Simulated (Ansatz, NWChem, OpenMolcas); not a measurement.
# Strength of the N–H bond: NH2 → NH + H

Species: NH2 `[NH2]`, doublet; NH (imidogen), triplet; H atom, doublet. 

Shapes, held fixed at every level: PBE0-D4/def2-TZVP; NH at the measured bond length. Programs: Ansatz 0.2.0, NWChem 7.3.0, OpenMolcas 26.06. A level may come from different programs for different species; with the same settings they agree closely. The zero-point and thermal change to 298 K, harmonic and unscaled (UPBE0/aug-cc-pVTZ), is -25.6 kJ/mol.

```tsv
level	kind	ΔH(298 K) (kJ/mol)
HF/STO-3G	Hartree–Fock	+260.2
HF/3-21G	Hartree–Fock	+210.0
HF/def2-SVP	Hartree–Fock	+246.2
B3LYP/6-31G* (spherical functions)	global hybrid	+376.6
PBE0/def2-SVP	global hybrid	+374.6
```

PBE0/def2-SVP gives ΔH(298 K) = +374.6 kJ/mol; the levels span +210.0 to +376.6. The median of the levels is +260.2. Hartree–Fock misses the correlation of the pair that is broken and comes out low. No measured value is set beside it here. Open shells run unrestricted. Rows in sets without polarisation functions are far from converged.

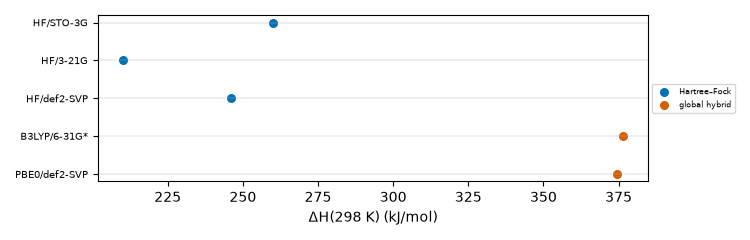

The values of the table, level by level.
